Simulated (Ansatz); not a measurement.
A series of calculations on C2H7F3Si

Part 1: Relaxation

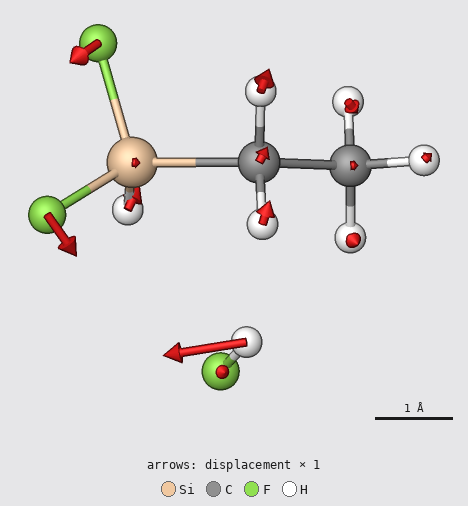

A relaxation of C2H7F3Si. The starting structure is drawn; red arrows show the displacements, at their true length. The two geometries are superimposed by the best rigid fit.

A ball-and-stick model, seen face on.

The run prepares an end point of a later path (reaction) calculation, from a guessed geometry.

Computed with RKS PBE-D4/def2-SVP in Ansatz.

Input file:
```yaml
crystal:
  periodic: [false, false, false]
  atoms:
    - { symbol: Si, position_ang: [-0.304775, 0.502223, 1.367581] }
    - { symbol: C, position_ang: [0.395636, 0.568968, -0.369908] }
    - { symbol: C, position_ang: [-0.49436, -0.105191, -1.427088] }
    - { symbol: F, position_ang: [-1.143919, 1.888494, 1.598927] }
    - { symbol: F, position_ang: [0.919488, 0.517656, 2.448597] }
    - { symbol: H, position_ang: [-1.237574, -0.616582, 1.675483] }
    - { symbol: H, position_ang: [1.295221, -1.562806, 0.157008] }
    - { symbol: F, position_ang: [0.799039, -2.166795, 0.637514] }
    - { symbol: H, position_ang: [1.436706, 0.168914, -0.385532] }
    - { symbol: H, position_ang: [0.526323, 1.649848, -0.600099] }
    - { symbol: H, position_ang: [-1.513539, 0.331395, -1.433687] }
    - { symbol: H, position_ang: [-0.081877, 0.01294, -2.449363] }
    - { symbol: H, position_ang: [-0.59637, -1.188963, -1.219433] }
basis:
  gaussian: { orbitals: def2-SVP }
hamiltonian:
  xc: pbe
  dispersion: d4
relax:
  f_tol: 0.03
  max_steps: 50
output:
  orbitals: {}
```

Command:
```bash
ansatz run input.yaml --threads 4 --pin off --max-ram 5120MiB --backend cpu --events-out ev --progress --plain --runs-dir out
```

Question: Describe the change and its energy.

Answer: Over 15 accepted moves (17 points after the start) the energy falls by 23.1 kJ/mol. The largest force component goes from 0.71 to 0.023 eV/Å. The line search rejected the trial steps at points 4, 7 of the run. The atom that moves furthest after the best rigid fit is H7 (1.13 Å). Largest moves by element: H 1.13 Å, F 0.71 Å, C 0.24 Å, Si 0.11 Å. Some distances before and after: Si1–F5 1.633 → 1.667 Å, H7–F8 0.918 → 0.947 Å, Si1–C2 1.875 → 1.870 Å, C2–H9 1.115 → 1.111 Å. Among the angles between lasting bonds that change: C2–Si1–F4 107.0° → 110.5°, Si1–C2–H9 110.4° → 107.0°, F4–Si1–F5 106.4° → 103.5°. Groups turn about Si1–C2 by about 30°. Cost: 45 s on 4 threads of Arm Neoverse N1, with other jobs on the host, peak memory 0.17 GiB.

Part 2: Relaxation

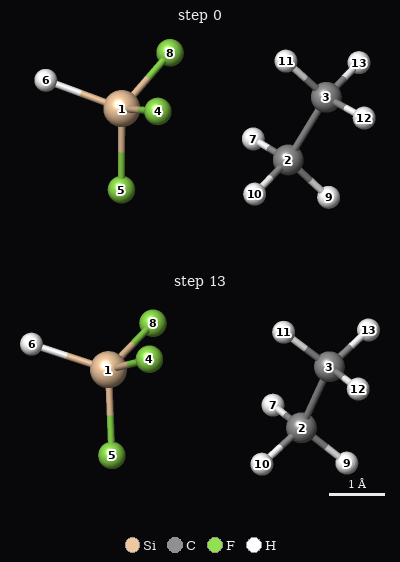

The structure of C₂H₇F₃Si before (top) and after (bottom) a relaxation, at one scale.

A ball-and-stick model, seen at a tilt.

The run prepares an end point of a later path (reaction) calculation, from a guessed geometry.

These are results of Ansatz, RKS PBE-D4/def2-SVP, not measurements. (no spin polarisation; force threshold 0.03 eV/Å; at most 50 steps)

Describe what moved and what it gained.

After 10 accepted moves (13 points after the start) the energy has fallen by 3.07 kcal/mol. Largest force component: 0.86 eV/Å at the start, 0.014 eV/Å at the end. The line search rejected the trial steps at points 2, 11, 12 of the run. The forces were under the threshold at step 5, but the run went on from there. The atom that moves furthest after the best rigid fit is H7 (0.43 Å). Largest moves by element: H 0.43 Å, F 0.37 Å, C 0.28 Å, Si 0.27 Å. Near-neighbour distances that change, for instance: Si1–F8 1.648 → 1.616 Å, C2–H7 1.089 → 1.109 Å. Cost: 32 s on 4 threads of Arm Neoverse N1, on a shared host, peak memory 0.17 GiB.

Part 3: Path

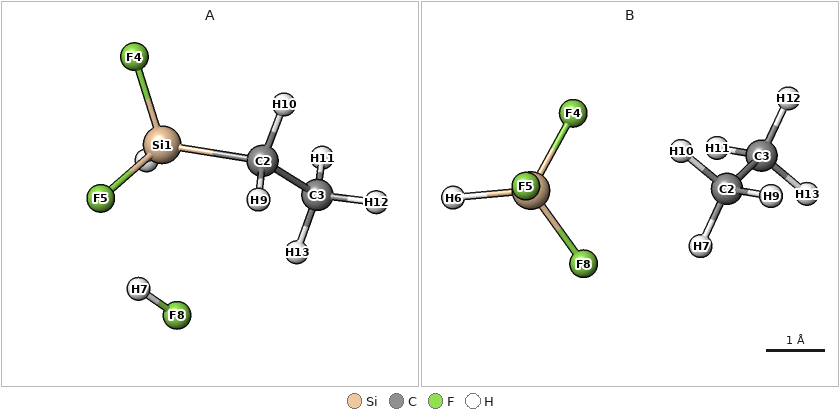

The two relaxed end points of a path for C2H7F3Si. Style: ball-and-stick. Shown at a tilt.

Level of theory: RKS PBE-D4/def2-SVP in Ansatz 0.2.0.

Run with 5 movable images; climbing image; force threshold 0.05 eV/Å; iteration limit 60.

Start:
```xyz
13

Si   -0.2781    0.4727    1.2630
C     0.2664    0.7215   -0.5086
C    -0.5263   -0.1125   -1.5279
F    -0.5778    1.9112    1.9760
F     0.9851   -0.1487    2.1563
H    -1.4630   -0.4020    1.5023
H     1.2763   -1.6024    1.2644
F     0.9661   -2.1235    0.5377
H     1.3472    0.4686   -0.5539
H     0.1893    1.8096   -0.7235
H    -1.6121    0.1126   -1.4962
H    -0.1782    0.0863   -2.5614
H    -0.3949   -1.1934   -1.3282
```

End:
```xyz
13

Si   -0.6599   -0.0572    2.2631
C     1.0593    0.1187   -1.0119
C    -0.2572   -0.0545   -1.7677
F    -1.6288    0.7618    1.2613
F     0.7264    0.7589    2.4038
H    -1.3042   -0.2291    3.5837
H     1.2817   -0.7639   -0.3784
F    -0.3428   -1.4942    1.5954
H     1.9175    0.2556   -1.7015
H     1.0357    1.0031   -0.3422
H    -1.1097   -0.1769   -1.0705
H    -0.4822    0.8239   -2.4073
H    -0.2357   -0.9460   -2.4279
```

Predict the minimum-energy path and its barrier.

The highest point, image 3, lies 27.6 kcal/mol above the start and 55.8 kcal/mol above the end; the end is at −28.2 kcal/mol relative to the start. Breaking: H7–F8 (0.95 → 1.23 at the top → 2.66 Å), Si1–C2 (1.87 → 2.10 at the top → 3.70 Å). Forming: C2–H7 (3.09 → 1.33 at the top → 1.11 Å), Si1–F8 (2.97 → 1.90 at the top → 1.62 Å). The band converged in 24 iterations. The largest component of the band force went from 47 to 0.041 eV/Å. The climbing image converged on the top of the path. Its vibrational analysis gives one imaginary mode (774i cm⁻¹), as a transition state must have.

Energies of the converged images:

| image | path (Å) | E (kcal/mol) |
| --- | --- | --- |
| 0 | 0.00 | 0.0 |
| 1 | 1.85 | 0.9 |
| 2 | 3.70 | 1.9 |
| 3 | 5.55 | 27.6 |
| 4 | 7.06 | -13.7 |
| 5 | 8.56 | -27.7 |
| 6 | 10.07 | -28.2 |

The geometry at the top of the path:

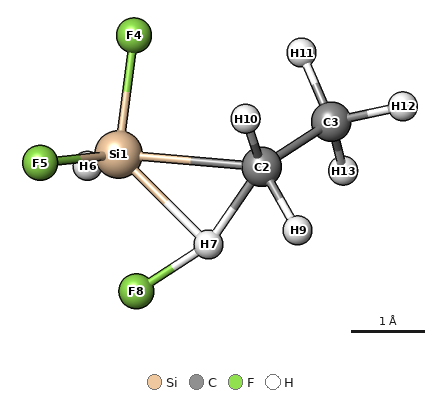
